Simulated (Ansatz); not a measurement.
# Scanning the volume in random rock-salt alloy of TaC and ZrC

Aim: the energy and the gap along the volume, with no relaxation at each point.

Program: Ansatz 0.2.0. Level of theory: Kohn-Sham DFT, LDA, PAW set soft_1, plane waves. Results are calculated unless marked as measured.

### 1. Starting point

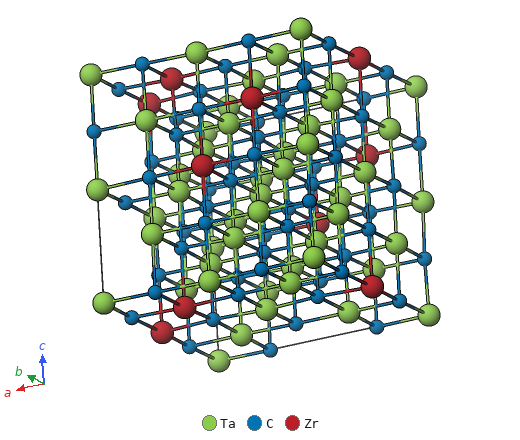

Start, viewed from a free direction; tantalum green, carbon blue, zirconium red. Some periodic images of atoms are drawn too.

The cell holds 64 atoms: 28 Ta, 32 C and 4 Zr. Cell: a = 8.973 Å, b = 8.973 Å, c = 8.973 Å, α = 90.0°, β = 90.0°, γ = 90.0°. Rock-salt TaC, 2 x 2 x 2 conventional cells, 4 of 32 Ta sites given to Zr at random (x = 0.125), lattice by Vegard's rule (a = 4.486 A); displaced by a Gaussian of 0.02 A.

### 2. Running it

ASE makes the structure inside the script; the seeds are typed, so the same atoms come back each time. The 2×2×2 mesh is chosen so that along the periodic directions points times cell width come to 17.9 Å or more. A smearing of 0.025 eV is typed, narrow for a metal. The PAW files are read from a folder beside the script (Ansatz's set soft_1), and the density starts from superposed atoms. These files were made with PBE and serve the other functionals as an approximation. The atoms are relaxed first, so that the scan starts at or near a minimum at this cell. No cutoff is typed, so the potentials' recommended one is used (420 eV). The cell is scaled with the atoms at fixed fractional positions, and a Birch–Murnaghan curve is fitted.

Contents of sweep.py:

```python
import time
import warnings
import numpy as np
from ase.build import bulk
from ase.eos import EquationOfState
from ase.units import GPa
import ansatz as az

warnings.simplefilter("ignore", az.DeckWarning)
u = bulk('TaC', 'rocksalt', a=4.4863, cubic=True)
atoms = u.repeat([2, 2, 2])
rng = np.random.default_rng(159)
sites = rng.permutation([a.index for a in atoms if a.symbol == 'Ta'])
new = ['Zr'] * 4
for k, e in zip(sites, new): atoms[k].symbol = e
atoms.rattle(0.02, seed=159)
atoms.wrap()
print(atoms.get_chemical_formula(), "-", len(atoms), "atoms; cell", atoms.cell.cellpar().round(3))

def setup(atoms):
    return (
        az.Crystal.from_ase(atoms)
        .calculation()
        .functional("lda")
        .pseudopotentials("paw", azcp={"folder": "./paw"}, xc_functional="pbe")
        .kpoints(2, 2, 2)
        .occupations("gaussian", width=0.025)
    )

def gap_of(report):
    e = np.concatenate(report["eigenvalues_ev"]); f = np.concatenate(report["occupations"])
    f = f / f.max()  # a half-filled level counts on both sides, so the gap is then zero
    return e[f > 0.3].max(), e[f < 0.7].min()

def relaxed(atoms):
    steps = []
    calc = setup(atoms).relax(force_tolerance=0.03, max_steps=55).forces()
    keep = lambda event: steps.append(event["data"]) if event["event"] == "relax_step" and event["data"].get("accepted", True) else None
    try:
        az.Session.from_yaml(calc.to_yaml()).plan(threads=4).execute(on_event=keep)
    except az.NonConvergedError as error:
        print("relaxation stopped at the step limit:", str(error).split(". ")[0])
    final = atoms.copy()
    final.set_cell(steps[-1].get("cell_ang", atoms.cell))
    final.positions = steps[-1]["positions_ang"]
    print(f"{len(steps)} steps, energy change {steps[-1]['lagrangian_ev'] - steps[0]['lagrangian_ev']:+.3f} eV, largest force component {steps[-1]['allowed_force_max_ev_ang']:.3f} eV/A", flush=True)
    return final

start = time.time()
start_cell = relaxed(atoms)
start_cell.set_constraint()
print(f"relaxed first, in {time.time() - start:.0f} s")

rows = []
for x in [0.91, 0.94, 0.97, 1, 1.03, 1.06, 1.09]:
    a = start_cell.copy()
    a.set_cell(a.cell[:] * x ** (1 / 3), scale_atoms=True)
    try:
        r = setup(a).forces().stress().band_table().run(threads=4).report
    except az.AnsatzError as error:
        print(x, 'failed:', str(error)[:110])
        continue
    print(x, f"F = {r['free_energy_ev']:.4f} eV after {r['n_iterations']} iterations", flush=True)
    homo, lumo = gap_of(r)
    rows.append((x, r['free_energy_ev'], np.sqrt(np.mean(np.square(r['forces_ev_ang']))), max(lumo - homo, 0), np.trace(r['stress_gpa']) / 3))
low = min(e for _, e, *_ in rows)
print("      V/V0  E - Emin (meV/atom)  rms force (eV/A)  gap (eV)  P (GPa)")
for x, e, f, gap, p in rows:
    print(f"{x:10.3f} {1000 * (e - low) / len(atoms):20.2f} {f:17.3f} {gap:9.3f} {p:8.2f}")
eos = EquationOfState([x * atoms.get_volume() for x, *_ in rows], [e for _, e, *_ in rows], "birchmurnaghan")
v0, e0, b0 = eos.fit()
print(f"fit with the ions carried along unrelaxed: V0 = {v0 / len(atoms):.3f} A^3/atom ({v0 / atoms.get_volume():.3f} of the start), B0 = {b0 / GPa:.1f} GPa")
```

Launch:

```console
> python sweep.py
```

Log:

```text
C32Ta28Zr4 - 64 atoms; cell [ 8.973  8.973  8.973 90.    90.    90.   ]
8 steps, energy change -1.226 eV, largest force component 0.018 eV/A
relaxed first, in 329 s
0.91 F = -295261.5009 eV after 10 iterations
0.94 F = -295263.9948 eV after 10 iterations
0.97 F = -295264.7945 eV after 10 iterations
1 F = -295264.1473 eV after 10 iterations
1.03 F = -295262.2696 eV after 10 iterations
1.06 F = -295259.3397 eV after 9 iterations
1.09 F = -295255.5158 eV after 9 iterations
      V/V0  E - Emin (meV/atom)  rms force (eV/A)  gap (eV)  P (GPa)
     0.910                51.46             0.117     0.000    25.37
     0.940                12.50             0.073     0.000    11.83
     0.970                 0.00             0.035     0.000     0.28
     1.000                10.11             0.005     0.000    -9.58
     1.030                39.45             0.030     0.000   -17.98
     1.060                85.23             0.057     0.000   -25.14
     1.090               144.98             0.081     0.000   -31.22
fit with the ions carried along unrelaxed: V0 = 10.957 A^3/atom (0.971 of the start), B0 = 343.5 GPa
```

Wall time 11 min (4 threads of Arm Neoverse V2, shared host); peak memory 5.6 GiB; 42 min of CPU time.

### 3. What the run shows

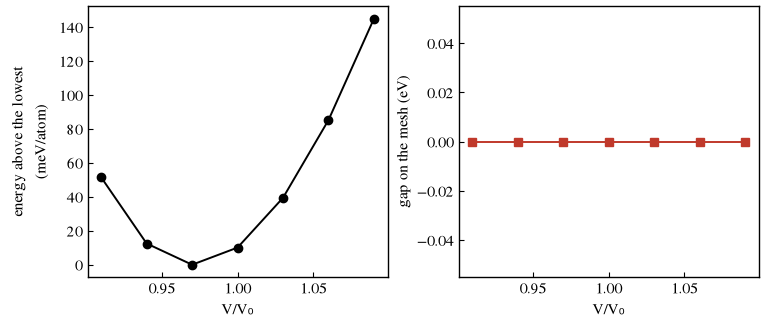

Energy and gap along the scan.

### 4. Results

```
lowest point of the scan            : 0.97 times the starting volume
energy range                        : 145 meV/atom
fitted volume                       : 10.957 Å³/atom
fitted bulk modulus, ions unrelaxed : 343.5 GPa
```

In words: The lowest of the points computed is at 0.97 times the starting volume; the scan spans 145 meV/atom. With the ions carried along unrelaxed the modulus tends to lie above the relaxed one. Bands overlap or touch in every run, so the cell is a metal at this level and any non-zero gap printed is a spacing between sampled levels. A metal needs a dense mesh, and this one wasn't tested.

[Logs are printed without paths, hosts, clocks, repeated set-up lines and the standing remarks that a program may print on its own settings, such as how far it seeks lower states.]

[Hosts, paths, dates, database ids (printed as entryN), source tags and the programs' standing remarks are cut or masked in the printed files.]

[Scripts of this kind were picked in part by their result: those with far moves, changed bonds, near-zero gaps or large misses at database cells are mostly left out.]
